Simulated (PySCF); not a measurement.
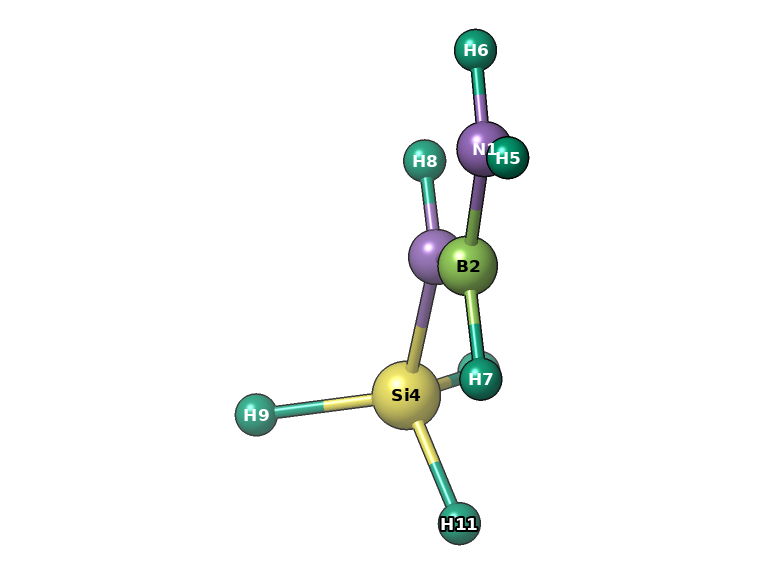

N3 lies behind B2. The molecule seen a little off the B2–N3 bond, B2 in front. Atoms fade into the background with distance from the viewer. The computed structure is the end point of a PBE0-D3(BJ)/def2-SVP optimisation. No frequency run is at hand to confirm it as a minimum.

Q: What is the torsion angle N1–B2–N3–Si4? The sign is positive where the front bond must turn clockwise to cover the back bond.

A: −177°, antiperiplanar (anti).
